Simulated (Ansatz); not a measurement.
**Geometry relaxation of C$_{2}$H$_{10}$O$_{2}$Si$_{2}$ (part 1 of 2)**

System: C$_{2}$H$_{10}$O$_{2}$Si$_{2}$, SMILES OCOC[SiH2][SiH3].
Method: RKS B3LYP/6-31G* (Ansatz 0.2.0).

It belongs to a series of runs on one base structure; here: end point A relaxed. Figures and captions count atoms from 1; the log counts them from 0 in places.

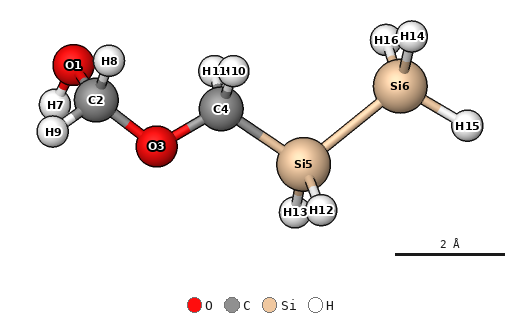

The structure as given in the input (ball-and-stick view, seen at a tilt; atoms are numbered from 1 in the order of the input). Bond lengths as drawn: C–H 1.07 to 1.18 Å, C–O 1.39 to 1.43 Å, C–Si 1.88 Å, H–O 0.99 Å, H–Si 1.46 to 1.52 Å and Si–Si 2.33 Å.

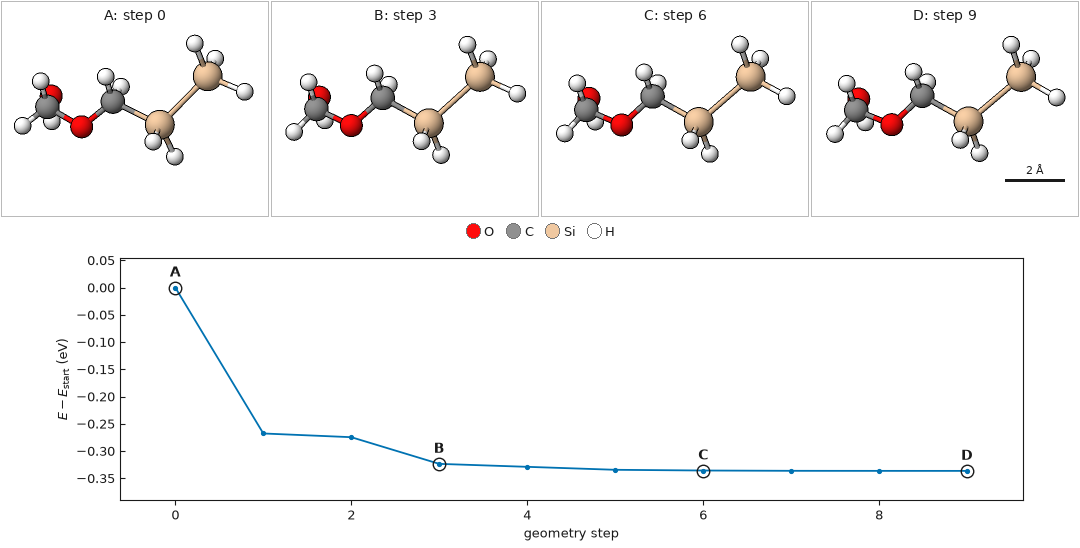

Frames of the relaxation (ball-and-stick view, seen at a tilt) above the curves, on which the letters mark them (the first geometry is step 0 here and step 1 in the log).

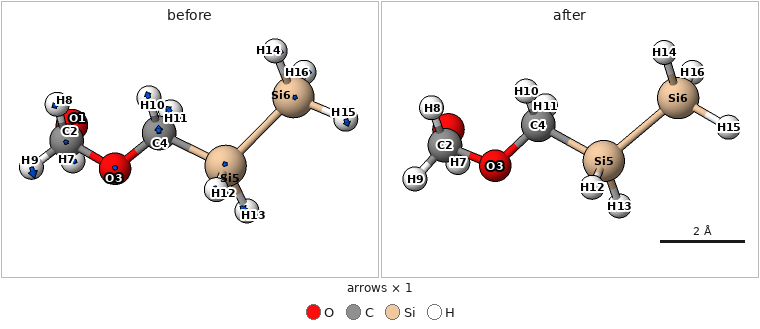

Before (left) and after (right) the relaxation, at one scale (ball-and-stick view, seen at a tilt). The blue arrows give the displacements, at true length. The energy falls by 0.336 eV in 9 geometry steps. The largest force component goes from 3.1 to 0.0081 eV/Å. The atom that moves furthest after the best rigid fit is H9 (0.30 Å). Largest moves by element: H 0.30 Å, C 0.22 Å, O 0.13 Å, Si 0.13 Å. Among the contacts that change: C4–H11 1.175 → 1.099 Å, O3–C4 1.388 → 1.432 Å, C4–Si5 1.875 → 1.908 Å, Si6–H15 1.457 → 1.490 Å. Among the angles that change: O3–C4–Si5 116.5° → 107.5°, Si5–C4–H11 104.4° → 111.0°, O1–C2–H8 110.9° → 105.2°. (Atoms are counted from 1 in the order of the input.)

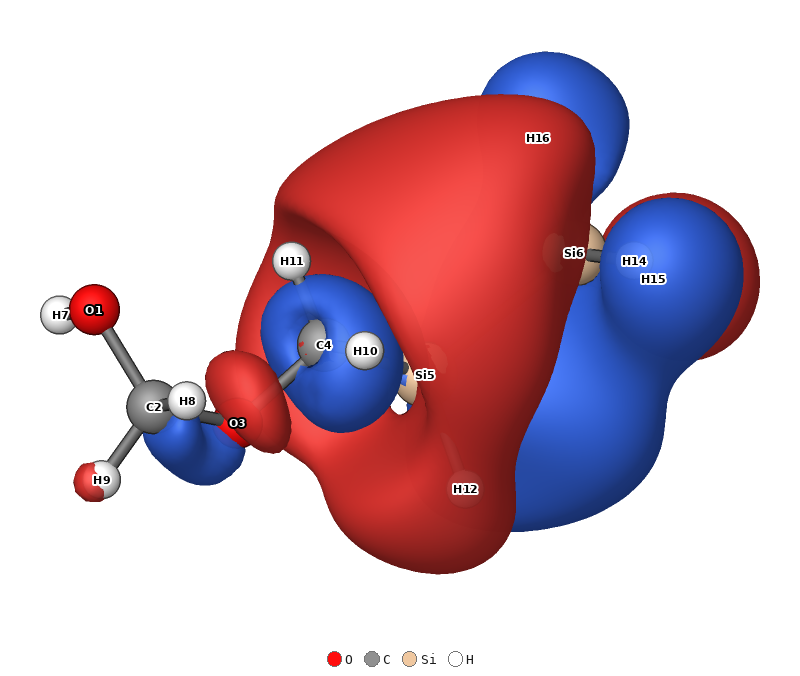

One frontier orbital at ±0.05 Å⁻³ᐟ² (red and blue are the two phases), seen at a tilt. The LUMO, at 0.31 eV. It lies mainly on Si5 (30 %), Si6 (30 %) and C4 (10 %).

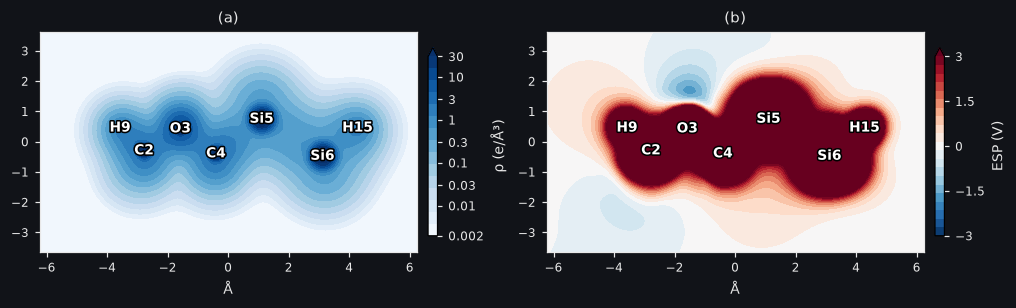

(a) total electron density; (b) molecular electrostatic potential on the plane of atoms C2, O3 and C4. The section cuts through C, O, Si and H sites. Si–H (1.49 Å): ρ is about 0.76 e/Å³ halfway.

The input and output of the run follow.

Input file:
```yaml
crystal:
  periodic: [false, false, false]
  atoms:
    - { symbol: O, position_ang: [0.1735, -2.9816, -1.0549] }
    - { symbol: C, position_ang: [1.3034, -2.2159, -0.7964] }
    - { symbol: O, position_ang: [1.0632, -0.8273, -1.0295] }
    - { symbol: C, position_ang: [0.3176, -0.2314, -0.0221] }
    - { symbol: Si, position_ang: [-0.1001, 1.5822, -0.2517] }
    - { symbol: Si, position_ang: [-1.5002, 2.2432, 1.4857] }
    - { symbol: H, position_ang: [0.0488, -2.8881, -2.0279] }
    - { symbol: H, position_ang: [1.6651, -2.3852, 0.228] }
    - { symbol: H, position_ang: [2.1023, -2.5427, -1.4251] }
    - { symbol: H, position_ang: [0.7116, -0.3907, 0.9862] }
    - { symbol: H, position_ang: [-0.7264, -0.771, -0.0013] }
    - { symbol: H, position_ang: [1.1847, 2.3812, -0.1583] }
    - { symbol: H, position_ang: [-0.8051, 1.8819, -1.5636] }
    - { symbol: H, position_ang: [-0.8775, 1.9668, 2.8156] }
    - { symbol: H, position_ang: [-1.8182, 3.6634, 1.41] }
    - { symbol: H, position_ang: [-2.7655, 1.4926, 1.4495] }
basis:
  gaussian: { orbitals: "6-31G*" }
hamiltonian:
  xc: b3lyp
relax:
  f_tol: 0.015
  max_steps: 40
output:
  orbitals: {}
```

Run as:
```bash
ansatz run input.yaml --threads 2 --pin off --max-ram 3072MiB --backend cpu --events-out ev --progress --plain --runs-dir out
```

Output:
```
The last accepted step is kept in [file] (removed where the run ends without a failure and the disk answers)
Engine: ansatz 0.2.0, aarch64-unknown-linux-gnu
Functional definition: B3LYP
  parameter a0 = 0.2
  parameter ax = 0.72
  parameter ac = 0.81
  exchange = (1 - a0 - ax)*slater_x + ax*b88_x + a0*exact_x
  correlation = (1 - ac)*vwn_rpa_c + ac*lyp_c
1295 factors; integrals over basis functions are off by at most 7.0e-4 eV
mean field evaluation 1: about -22079.7989 eV, gradient 5.3e1 eV
mean field evaluation 2: about -22076.0419 eV, gradient 7.0e1 eV
mean field evaluation 4: about -22085.2701 eV, gradient 2.8e0 eV
mean field evaluation 8: about -22085.3054 eV, gradient 5.0e-2 eV
mean field -22085.30536223 eV, -811.6200021045 hartree, gradient 3.1e-5 eV, S^2 0.000000; 0 other end points of the search recorded, 0 dependent functions left out
the calculation of the forces begins
reference -22085.30565632 eV, -811.6200129120 hartree; 33, 33 occupied and 85, 85 virtual orbitals, 1295 factors
relax step   1: F+E_penalty+E_count = -22085.30536223 eV  Δ(F+E_penalty+E_count) = +0.000e0 eV  max|allowed force component| = 3.144e0 eV/Å  Δτ_max = 0.0000 Å  (26 SCF iters, accepted)
these checks for a lower state are left out or cut short: starts, cluster_reference, orbital_swaps, neighbouring_geometries, increment
1295 factors; integrals over basis functions are off by at most 7.3e-4 eV
mean field evaluation 16: about -22085.4103 eV, gradient 5.8e0 eV
mean field -22085.57304171 eV, -811.6298391438 hartree, gradient 1.6e-5 eV, S^2 0.000000; 0 other end points of the search recorded, 0 dependent functions left out
the calculation of the forces begins
reference -22085.57333708 eV, -811.6298499985 hartree; 33, 33 occupied and 85, 85 virtual orbitals, 1295 factors
relax step   2: F+E_penalty+E_count = -22085.57304171 eV  Δ(F+E_penalty+E_count) = -2.677e-1 eV  max|allowed force component| = 1.032e0 eV/Å  Δτ_max = 0.1075 Å  (28 SCF iters, accepted)
these checks for a lower state are left out or cut short: starts, cluster_reference, orbital_swaps, neighbouring_geometries, increment
1295 factors; integrals over basis functions are off by at most 7.4e-4 eV
mean field -22085.57986259 eV, -811.6300898063 hartree, gradient 9.2e-6 eV, S^2 0.000000; 0 other end points of the search recorded, 0 dependent functions left out
the calculation of the forces begins
reference -22085.58016006 eV, -811.6301007384 hartree; 33, 33 occupied and 85, 85 virtual orbitals, 1295 factors
relax step   3: F+E_penalty+E_count = -22085.57986259 eV  Δ(F+E_penalty+E_count) = -6.821e-3 eV  max|allowed force component| = 7.180e-1 eV/Å  Δτ_max = 0.2000 Å  (29 SCF iters, accepted)
these checks for a lower state are left out or cut short: starts, cluster_reference, orbital_swaps, neighbouring_geometries, increment
1295 factors; integrals over basis functions are off by at most 7.5e-4 eV
mean field evaluation 32: about -22085.6287 eV, gradient 1.3e-1 eV
mean field -22085.62881077 eV, -811.6318886191 hartree, gradient 1.6e-5 eV, S^2 0.000000; 0 other end points of the search recorded, 0 dependent functions left out
the calculation of the forces begins
reference -22085.62910800 eV, -811.6318995418 hartree; 33, 33 occupied and 85, 85 virtual orbitals, 1295 factors
relax step   4: F+E_penalty+E_count = -22085.62881077 eV  Δ(F+E_penalty+E_count) = -4.895e-2 eV  max|allowed force component| = 2.832e-1 eV/Å  Δτ_max = 0.1019 Å  (29 SCF iters, accepted)
these checks for a lower state are left out or cut short: starts, cluster_reference, orbital_swaps, neighbouring_geometries, increment
1295 factors; integrals over basis functions are off by at most 7.4e-4 eV
mean field -22085.63424472 eV, -811.6320883127 hartree, gradient 7.2e-6 eV, S^2 0.000000; 0 other end points of the search recorded, 0 dependent functions left out
the calculation of the forces begins
reference -22085.63454191 eV, -811.6320992346 hartree; 33, 33 occupied and 85, 85 virtual orbitals, 1295 factors
relax step   5: F+E_penalty+E_count = -22085.63424472 eV  Δ(F+E_penalty+E_count) = -5.434e-3 eV  max|allowed force component| = 3.818e-1 eV/Å  Δτ_max = 0.0461 Å  (30 SCF iters, accepted)
these checks for a lower state are left out or cut short: starts, cluster_reference, orbital_swaps, neighbouring_geometries, increment
1295 factors; integrals over basis functions are off by at most 7.4e-4 eV
mean field -22085.63970088 eV, -811.6322888230 hartree, gradient 7.3e-6 eV, S^2 0.000000; 0 other end points of the search recorded, 0 dependent functions left out
the calculation of the forces begins
reference -22085.63999910 eV, -811.6322997826 hartree; 33, 33 occupied and 85, 85 virtual orbitals, 1295 factors
relax step   6: F+E_penalty+E_count = -22085.63970088 eV  Δ(F+E_penalty+E_count) = -5.456e-3 eV  max|allowed force component| = 5.338e-2 eV/Å  Δτ_max = 0.0544 Å  (29 SCF iters, accepted)
these checks for a lower state are left out or cut short: starts, cluster_reference, orbital_swaps, neighbouring_geometries, increment
1295 factors; integrals over basis functions are off by at most 7.3e-4 eV
mean field -22085.64101427 eV, -811.6323370891 hartree, gradient 7.3e-6 eV, S^2 0.000000; 0 other end points of the search recorded, 0 dependent functions left out
the calculation of the forces begins
reference -22085.64131331 eV, -811.6323480787 hartree; 33, 33 occupied and 85, 85 virtual orbitals, 1295 factors
relax step   7: F+E_penalty+E_count = -22085.64101427 eV  Δ(F+E_penalty+E_count) = -1.313e-3 eV  max|allowed force component| = 3.124e-2 eV/Å  Δτ_max = 0.0336 Å  (30 SCF iters, accepted)
these checks for a lower state are left out or cut short: starts, cluster_reference, orbital_swaps, neighbouring_geometries, increment
1295 factors; integrals over basis functions are off by at most 7.3e-4 eV
mean field evaluation 64: about -22085.6416 eV, gradient 7.3e-6 eV
mean field -22085.64156900 eV, -811.6323574753 hartree, gradient 7.3e-6 eV, S^2 0.000000; 0 other end points of the search recorded, 0 dependent functions left out
the calculation of the forces begins
reference -22085.64186858 eV, -811.6323684846 hartree; 33, 33 occupied and 85, 85 virtual orbitals, 1295 factors
relax step   8: F+E_penalty+E_count = -22085.64156900 eV  Δ(F+E_penalty+E_count) = -5.547e-4 eV  max|allowed force component| = 4.026e-2 eV/Å  Δτ_max = 0.0315 Å  (29 SCF iters, accepted)
these checks for a lower state are left out or cut short: starts, cluster_reference, orbital_swaps, neighbouring_geometries, increment
1295 factors; integrals over basis functions are off by at most 7.3e-4 eV
mean field -22085.64167457 eV, -811.6323613549 hartree, gradient 1.3e-5 eV, S^2 0.000000; 0 other end points of the search recorded, 0 dependent functions left out
the calculation of the forces begins
reference -22085.64197423 eV, -811.6323723672 hartree; 33, 33 occupied and 85, 85 virtual orbitals, 1295 factors
relax step   9: F+E_penalty+E_count = -22085.64167457 eV  Δ(F+E_penalty+E_count) = -1.056e-4 eV  max|allowed force component| = 2.076e-2 eV/Å  Δτ_max = 0.0106 Å  (23 SCF iters, accepted)
these checks for a lower state are left out or cut short: starts, cluster_reference, orbital_swaps, neighbouring_geometries, increment
1295 factors; integrals over basis functions are off by at most 7.3e-4 eV
mean field -22085.64170790 eV, -811.6323625796 hartree, gradient 9.1e-6 eV, S^2 0.000000; 0 other end points of the search recorded, 0 dependent functions left out
the calculation of the forces begins
reference -22085.64200757 eV, -811.6323735925 hartree; 33, 33 occupied and 85, 85 virtual orbitals, 1295 factors
```
